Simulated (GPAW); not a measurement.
**Core-hole calculation of the Ti K edge in TiSi2 (Zhiqinite, Fddd)**

Aim: the dependence of the Ti K near-edge features of TiSi2 (Zhiqinite, Fddd) on volume.

Method: X-ray absorption from dipole matrix elements to empty bands, plane-wave PAW LDA, in GPAW 26.7.0.

The database entry behind the starting cell is an old determination (1939), so it need not match the best structure at ambient conditions.

**1. The structure**

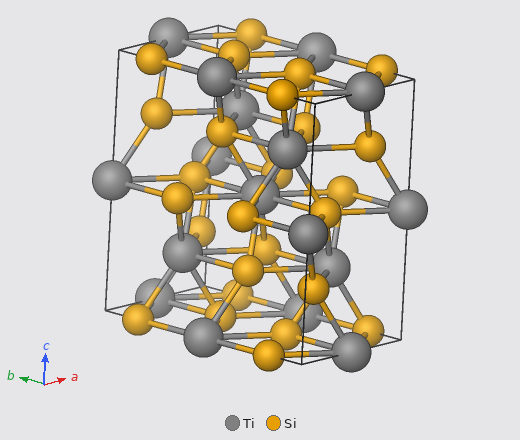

Start, viewed from a free direction; titanium grey, silicon orange. This picture shows the conventional cell, with its axes. Some periodic images of atoms are drawn too.

Structure file:

```cif
data_structure
_symmetry_space_group_name_H-M 'P 1'
_symmetry_Int_Tables_number 1
_cell_length_a 5.9261
_cell_length_b 4.8842
_cell_length_c 4.7595
_cell_angle_alpha 75.818
_cell_angle_beta 53.042
_cell_angle_gamma 51.140
_cell_volume 83.76
loop_
_atom_site_label
_atom_site_type_symbol
_atom_site_fract_x
_atom_site_fract_y
_atom_site_fract_z
_atom_site_occupancy
Ti1 Ti 0.50000 0.50000 0.50000 1
Ti2 Ti 0.75000 0.75000 0.75000 1
Si3 Si 0.83300 0.16700 0.83300 1
Si4 Si 0.16700 0.83300 0.16700 1
Si5 Si 0.41700 0.08300 0.41700 1
Si6 Si 0.08300 0.41700 0.08300 1
```

**2. The field without a hole**

The ground state comes first: it tells whether the system has a gap, which decides how the excited electron is treated.

File scf.py:

```python
import numpy as np
from ase import Atoms
from ase.parallel import parprint, paropen
from gpaw import GPAW, PW, FermiDirac, Mixer, MixerDif, setup_paths
from gpaw.test import gen
setup_paths.insert(0, '.')
gen('Ti', name='nch1s', xcname='LDA', corehole=(1, 0, 0), write_xml=True)
from gpaw.mpi import world
world.barrier()

atoms = Atoms('Ti2Si4',
    cell=[[0, 4.118, 4.2615],
     [2.3865, 0, 4.2615],
     [2.3865, 4.118, 0]],
    scaled_positions=[[0.5, 0.5, 0.5],
     [0.75, 0.75, 0.75],
     [0.833, 0.167, 0.833],
     [0.167, 0.833, 0.167],
     [0.417, 0.083, 0.417],
     [0.083, 0.417, 0.083]],
    pbc=True)
atoms.calc = calc = GPAW(legacy_gpaw=True, mode=PW(430, force_complex_dtype=True), xc='LDA', setups={0: 'nch1s'},
    kpts={'size': (7, 7, 7), 'gamma': True}, occupations=FermiDirac(0.05),
    charge=0, mixer=Mixer(0.1, 5, 50), maxiter=150,
    convergence={'density': 0.0001, 'eigenstates': 1e-6}, txt='scf.txt')
energy = atoms.get_potential_energy() + calc.get_reference_energy()
ef = calc.get_fermi_level()
out = dict(energy=energy, fermi=ef, forces=atoms.get_forces().tolist())
parprint(f'all-electron energy {energy:.4f} eV, Fermi level {ef:.4f} eV')
ev = np.array([[calc.get_eigenvalues(k, s) for k in range(len(calc.get_ibz_k_points()))] for s in range(calc.get_number_of_spins())])
out['homo'], out['lumo'], out['counts'] = ev[ev < ef].max(), ev[ev > ef].min(), sorted(set((ev < ef).sum((0, 2)).tolist()))
out['filled'] = (ev[:, 0] < ef).sum(1).tolist()
import json
with paropen('out.json', 'w') as f:
    json.dump(out, f)
```

Command:

```bash
$ OMP_NUM_THREADS=1 mpirun -n 4 gpaw python scf.py
```

Numbers of over 12 decimals in the logs are rounded to 6 here.

What it wrote:

```text
Input parameters:
  convergence: {density: 0.0001,
                eigenstates: 1e-06}
  kpts: {gamma: True,
         size: (7, 7, 7)}
  maxiter: 150
  mixer: {backend: pulay,
          beta: 0.1,
          method: separate,
          nmaxold: 5,
          weight: 50}
  mode: {ecut: 430.0,
         force_complex_dtype: True,
         name: pw}
  occupations: {fixmagmom: False,
                name: fermi-dirac,
                width: 0.05}
  setups: {0: nch1s}

Initialize ...

[... PAW data sets ...]

Reference energy: -77782.750844  # eV

Spin-paired calculation

[... convergence settings ...]
Symmetries present (total): 4
  [... symmetry matrices ...]

343 k-points: 7 x 7 x 7 Monkhorst-Pack grid
64 k-points in the irreducible part of the Brillouin zone
       k-points in crystal coordinates                weights
   0:     0.00000000    0.00000000    0.00000000          1/343
   1:     0.00000000    0.14285714    0.14285714          2/343
   2:     0.00000000    0.28571429    0.28571429          2/343
   3:     0.00000000    0.42857143    0.42857143          2/343
   4:     0.14285714   -0.42857143   -0.42857143          4/343
   5:     0.14285714   -0.28571429   -0.42857143          4/343
   6:     0.14285714    0.00000000    0.14285714          2/343
   7:     0.14285714    0.14285714    0.00000000          2/343
   8:     0.14285714    0.14285714    0.14285714          8/343
   9:     0.14285714    0.14285714    0.28571429          4/343
          ...
  63:     0.42857143    0.42857143    0.42857143          8/343

Wave functions: Plane wave expansion
  Cutoff energy: 430.000 eV
  Number of coefficients (min, max): 1659, 1710
  Pulay-stress correction: 0.000000 eV/Ang^3 (de/decut=0.000000)
  Using FFTW library
  Wavefunction extrapolation:
    Improved wavefunction reuse through dual PAW basis

Occupation numbers: Fermi-Dirac:
  width: 0.0500  # eV

Eigensolver
   Davidson(niter=2)

Densities:
  Coarse grid: 30*30*30 grid
  Fine grid: 60*60*60 grid
  Total Charge: 0.000000

Density mixing:
  Method: separate
  Backend: pulay
  Linear mixing parameter: 0.1
  old densities: 5
  Width of damping distribution: 1.1
  Damping of long wavelength oscillations: 50

[... Hamiltonian set-up ...]
Number of atoms: 6
Number of atomic orbitals: 42
Number of bands in calculation: 28
Number of valence electrons: 40
Bands to converge: occupied

... initialized

Initializing position-dependent things.

Density initialized from atomic densities
Creating initial wave functions:
  28 bands from LCAO basis set

                Ti

              Si

            Ti
           Si

         Si
       Si

Atomic positions and initial magnetic moments

Positions:
   0 Ti     2.386500    4.118000    4.261500    ( 0.0000,  0.0000,  0.0000)
   1 Ti     3.579750    6.177000    6.392250    ( 0.0000,  0.0000,  0.0000)
   2 Si     2.386500    6.860588    4.261500    ( 0.0000,  0.0000,  0.0000)
   3 Si     2.386500    1.375412    4.261500    ( 0.0000,  0.0000,  0.0000)
   4 Si     1.193250    3.434412    2.130750    ( 0.0000,  0.0000,  0.0000)
   5 Si     1.193250    0.683588    2.130750    ( 0.0000,  0.0000,  0.0000)

Unit cell:
           periodic     x           y           z      points  spacing
  1. axis:    yes    0.000000    4.118000    4.261500    30     0.1239
  2. axis:    yes    2.386500    0.000000    4.261500    30     0.1239
  3. axis:    yes    2.386500    4.118000    0.000000    30     0.1239

  Lengths:   5.926070   4.884236   4.759549
  Angles:   75.818355  53.042013  51.139632

Effective grid spacing dv^(1/3) = 0.1458

iter:   1   -42.658658
iter:   2   -42.722292   -0.79  -1.23
iter:   3   -42.516925   -1.62  -1.26
iter:   4   -42.598520   -1.63  -1.59
iter:   5   -42.842660   -0.83  -1.94
iter:   6   -42.537405   -1.90  -1.71
iter:   7   -42.534972   -1.48  -2.03
iter:   8   -42.521807c  -2.87  -2.42
iter:   9   -42.522432c  -2.91  -2.80
iter:  10   -42.520741c  -3.80  -2.83
iter:  11   -42.520772c  -4.54  -3.73
iter:  12   -42.520771c  -5.16  -3.84
iter:  13   -42.520756c  -5.94  -3.68
iter:  14   -42.520757c  -5.61  -4.07c
iter:  15   -42.520755c  -7.15c -4.35c

Converged after 15 iterations.

Dipole moment: (-3.119684, -5.383138, -5.570724) |e|*Ang

Energy contributions relative to reference atoms: (reference = -77782.750844)

Kinetic:        +39.636124
Potential:      -31.166127
External:        +0.000000
XC:             -50.830031
Entropy (-ST):   -0.019772
Local:           -0.150835
SIC:             +0.000000
--------------------------
Free energy:    -42.530641
Extrapolated:   -42.520755

Showing only first 2 kpts
 Kpt  Band  Eigenvalues  Occupancy
  0    18      7.86031    2.00000
  0    19      8.07931    2.00000
  0    20      8.59478    2.00000
  0    21     11.52521    0.00000

  1    18      8.67101    2.00000
  1    19      8.85834    2.00000
  1    20      9.04916    1.99986
  1    21     11.30531    0.00000

Fermi level: 9.52609

No gap
No difference between direct/indirect transitions

Forces in eV/Ang:
  0 Ti    0.00000    0.00000    0.00000
  1 Ti    0.00000    0.00000    0.00000
  2 Si   -0.00000    0.15017    0.00000
  3 Si    0.00000   -0.15017    0.00000
  4 Si    0.00000   -0.15017    0.00000
  5 Si    0.00000    0.15017   -0.00000
Scalar-relativistic atomic LDA calculation for Ti (Titanium, Z=22)
Core hole in 1s state (1s occupation: 2.0)
600 radial gridpoints.
|------------------------------------------------|
|------------------------------------------------|
[... the atom generator's iteration count ...]

Energy contributions:
-------------------------
Kinetic:     +858.169401
XC:           -40.035523
Potential:  -1669.760805
-------------------------
Total:       -851.626927

state      eigenvalue         ekin         rmax
-----------------------------------------------
1s^2.0 :  -178.412898   235.142209        0.046
2s^2.0 :   -19.674824    40.676506        0.270
2p^6.0 :   -16.315972    39.591103        0.219
3s^2.0 :    -2.287902     8.427789        0.869
3p^6.0 :    -1.425558     7.161594        0.900
3d^2.0 :    -0.164024     3.704740        0.977
4s^2.0 :    -0.168799     0.875365        2.882
4p^0.0 :    -0.056429     0.465286        3.811
-----------------------------------------------
(units: Bohr and Hartree)

Generating PAW setup
Kinetic energy of the core from tauc = 793.509929
Cutoffs:
rc(s)=2.400
rc(p)=2.000
rc(d)=2.000
rc(vbar)=1.800
rc(comp)=2.300
rc(nct)=2.400

Kinetic energy of the core states: 789.184048
Charge: 0.0
Core electrons: 10.0
Valence electrons: 12.0
Pseudo-core charge: 0.000001
Shape function alpha=1.890
Pseudo-electron charge 6.382666
state    eigenvalue         norm
--------------------------------
3s(2) :    -2.287902     0.302066
4s(2) :    -0.168799     0.990650
3p(6) :    -1.425558     0.436626
4p(0) :    -0.056429     0.981035
3d(2) :    -0.164024     0.588737
*d    :     0.835976
--------------------------------

Diagonalizing with gridspacing h=0.050

state   all-electron     PAW
-------------------------------
3s:      -2.287902    -2.288205
3p:      -1.425558    -1.426242
3d:      -0.164024    -0.164519
*f:                    0.065395
-------------------------------
<dir> UserWarning: Initial realspace grid (30,24,24) inconsistent with symmetries.
  warnings.warn(
<dir> UserWarning: Using symmetrized grid: (30,30,30).

  warnings.warn('Using symmetrized grid: ({},{},{}).\n'.format(*N_c))
<dir> UserWarning: Initial realspace grid (30,24,24) inconsistent with symmetries.
  warnings.warn(
<dir> UserWarning: Initial realspace grid (30,24,24) inconsistent with symmetries.
  warnings.warn(
<dir> UserWarning: Initial realspace grid (30,24,24) inconsistent with symmetries.
  warnings.warn(
<dir> UserWarning: Using symmetrized grid: (30,30,30).

  warnings.warn('Using symmetrized grid: ({},{},{}).\n'.format(*N_c))
<dir> UserWarning: Using symmetrized grid: (30,30,30).

  warnings.warn('Using symmetrized grid: ({},{},{}).\n'.format(*N_c))
<dir> UserWarning: Using symmetrized grid: (30,30,30).

  warnings.warn('Using symmetrized grid: ({},{},{}).\n'.format(*N_c))
all-electron energy -77825.2716 eV, Fermi level 9.5261 eV
```

The job ended after 27 s (4 MPI ranks of Arm Neoverse V2, shared host; peak memory 0.24 GiB).

The mesh shows no gap, so the system is treated as a metal and the core electron is put at the Fermi level (neutral cell).

**3. Reference energy of the supercell**

The photon energy needs a difference of total energies, so the cell and mesh of the coming hole run are first run without a hole.

Edit scf.py of step 2 so:

```diff
@@ -10,15 +10,27 @@
 
-atoms = Atoms('Ti2Si4',
-    cell=[[0, 4.118, 4.2615],
-     [2.3865, 0, 4.2615],
-     [2.3865, 4.118, 0]],
-    scaled_positions=[[0.5, 0.5, 0.5],
-     [0.75, 0.75, 0.75],
-     [0.833, 0.167, 0.833],
-     [0.167, 0.833, 0.167],
-     [0.417, 0.083, 0.417],
-     [0.083, 0.417, 0.083]],
+atoms = Atoms('Ti6Si12',
+    cell=[[0, -4.118, -4.2615],
+     [0, -4.118, 4.2615],
+     [-7.1595, -4.118, 0]],
+    scaled_positions=[[0.16666667, 0.16666667, 0.66666667],
+     [0.5, 0.5, 0],
+     [0.83333333, 0.83333333, 0.33333333],
+     [0.75, 0.25, 0.5],
+     [0.08333333, 0.58333333, 0.83333333],
+     [0.41666667, 0.91666667, 0.16666667],
+     [0.83366667, 0.83366667, 0.66666667],
+     [0.167, 0.167, 0],
+     [0.50033333, 0.50033333, 0.33333333],
+     [0.49966667, 0.49966667, 0.66666667],
+     [0.833, 0.833, 0],
+     [0.16633333, 0.16633333, 0.33333333],
+     [0.41633333, 0.91633333, 0.83333333],
+     [0.74966667, 0.24966667, 0.16666667],
+     [0.083, 0.583, 0.5],
+     [0.75033333, 0.25033333, 0.83333333],
+     [0.08366667, 0.58366667, 0.16666667],
+     [0.417, 0.917, 0.5]],
     pbc=True)
 atoms.calc = calc = GPAW(legacy_gpaw=True, mode=PW(430, force_complex_dtype=True), xc='LDA', setups={0: 'nch1s'},
-    kpts={'size': (7, 7, 7), 'gamma': True}, occupations=FermiDirac(0.05),
+    kpts={'size': (4, 4, 4), 'gamma': True}, occupations=FermiDirac(0.1),
     charge=0, mixer=Mixer(0.1, 5, 50), maxiter=150,
```

What it wrote:

```text
Input parameters:
  convergence: {density: 0.0001,
                eigenstates: 1e-06}
  kpts: {gamma: True,
         size: (4, 4, 4)}
  maxiter: 150
  mixer: {backend: pulay,
          beta: 0.1,
          method: separate,
          nmaxold: 5,
          weight: 50}
  mode: {ecut: 430.0,
         force_complex_dtype: True,
         name: pw}
  occupations: {fixmagmom: False,
                name: fermi-dirac,
[...]
<dir> UserWarning: Initial realspace grid (30,30,40) inconsistent with symmetries.
  warnings.warn(
<dir> UserWarning: Initial realspace grid (30,30,40) inconsistent with symmetries.
  warnings.warn(
<dir> UserWarning: Using symmetrized grid: (40,40,40).

  warnings.warn('Using symmetrized grid: ({},{},{}).\n'.format(*N_c))
<dir> UserWarning: Using symmetrized grid: (40,40,40).

  warnings.warn('Using symmetrized grid: ({},{},{}).\n'.format(*N_c))
all-electron energy -233475.8789 eV, Fermi level 9.5440 eV
[key lines of the parts left out:]
Converged after 18 iterations.
Dipole moment: (0.000000, 0.000000, 25.051618) |e|*Ang
Free energy:   -127.728115
Fermi level: 9.54403
```

Elapsed: 99 s, on 4 MPI ranks; peak memory 0.42 GiB.

Reference energy: -233475.879 eV with the cores included.

(Part 1 of 3 ends here.)

[Banner, clock and machine lines of the logs are left out without a mark of their own.]

[Logs are printed without paths, hosts, clocks, repeated set-up lines and the standing remarks that a program may print on its own settings, such as how far it seeks lower states.]

[Hosts, paths, dates, database ids (printed as entryN), source tags and the programs' standing remarks are cut or masked in the printed files.]

[Lists of maxima count a maximum above −3 eV only where it reaches 4 % of the highest in the window and stands out from its surroundings by 2 % of it (1.5 % where it reaches 55 %); shoulders and weaker maxima are passed over, and of the rest the first, up to two pre-edge ones and the few strongest are named.]
